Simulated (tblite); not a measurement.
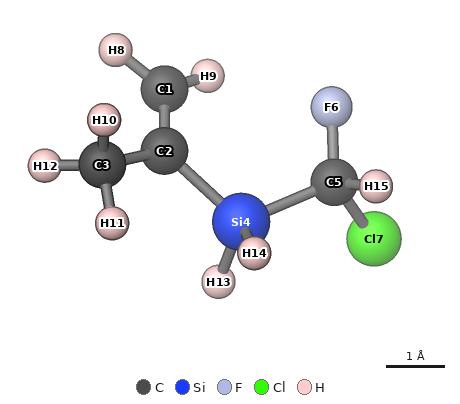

C4H8ClFSi, before the relaxation. The picture is a ball-and-stick view, seen at a tilt.

Level of theory: tblite 0.8.0, GFN2-xTB geometry optimisation, gas phase.

```xyz
15

C    -0.5729   -0.7467    1.4300
C    -0.7848   -0.0372    0.3215
C    -2.1601    0.2065   -0.1963
Si    0.6179    0.6701   -0.6145
C     2.1951   -0.2929   -0.4619
F     2.1269   -1.3330    0.4078
Cl    3.5591    0.7846   -0.0681
H    -1.4821   -1.1233    1.9316
H     0.3953   -0.9594    1.8590
H    -2.6122   -0.7459   -0.5097
H    -2.0636    0.9259   -1.0547
H    -2.7888    0.7149    0.5980
H     0.8687    2.0333   -0.1435
H     0.2598    0.6483   -2.0523
H     2.4373   -0.7372   -1.4687
```

Predict the outcome.

After 173 geometry steps the energy has fallen by 0.443 eV. F6 moves most after the best rigid fit: 1.50 Å. Largest moves by element: F 1.50 Å, Cl 1.23 Å, H 1.21 Å, C 0.31 Å, Si 0.10 Å. Near-neighbour distances that change, for instance: Si4–C5 1.854 → 1.931 Å, C2–Si4 1.829 → 1.887 Å, C3–H12 1.133 → 1.087 Å, C3–H11 1.124 → 1.088 Å. Bond angles that change, for instance: Si4–C5–H15 108.3° → 115.9°, C2–C1–H8 115.4° → 121.8°, C2–Si4–C5 114.2° → 109.6°. Groups turn about Si4–C5 by about 55°, C2–C3 by about 55°.

Final geometry:

```xyz
15

C    -0.6557   -0.9843    1.2529
C    -0.8270   -0.1047    0.2716
C    -2.1968    0.3668   -0.1189
Si    0.5978    0.6514   -0.7074
C     2.2448   -0.2488   -0.2517
F     2.5759   -0.0649    1.0602
Cl    3.5466    0.4519   -1.2486
H    -1.4901   -1.3933    1.8031
H     0.3189   -1.3266    1.5564
H    -2.3895    0.1368   -1.1652
H    -2.2671    1.4470   -0.0053
H    -2.9655   -0.1018    0.4910
H     0.8007    2.0637   -0.3832
H     0.4385    0.4424   -2.1493
H     2.2641   -1.3276   -0.4275
```

The end point in the same view:

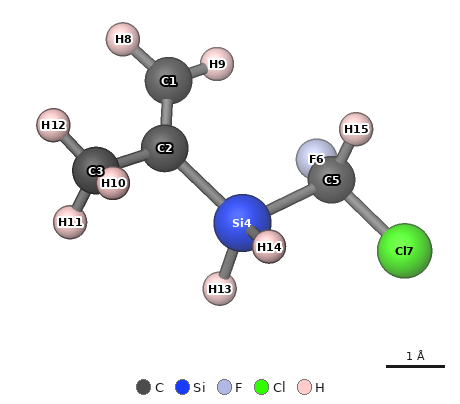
